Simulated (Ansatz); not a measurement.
The starting structures come from a database of crystals and need not be the phases stable at ambient conditions.

 Where the default PAW files enter, the runs use the earlier of Ansatz's two default sets.

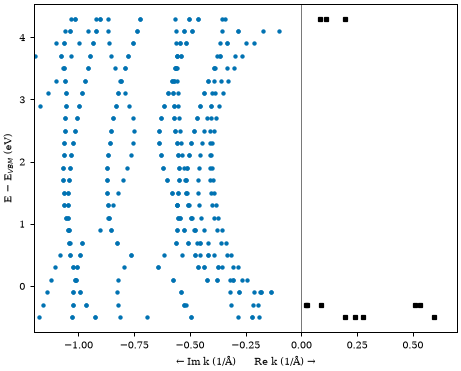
Figure: Complex bands at the centre of the two-dimensional zone; r2SCAN (Ansatz, a program for electronic structure)

No gap correction and no spin-orbit coupling; mid-gap values are interpolated between computed energies.

Problem. This is Ba2LaTaO6 (R-3, not sure to be the ambient phase, 10 atoms a cell, 16.6 Å³ an atom, -4 GPa at this level) along the normal of (101). Read off the slowest decay at the centre of the two-dimensional zone at 2.10 eV, the computed energy nearest the middle of the gap.

Solution. κ ≈ 0.40 1/Å, a decay length 1/(2κ) of the density of 1.2 Å.
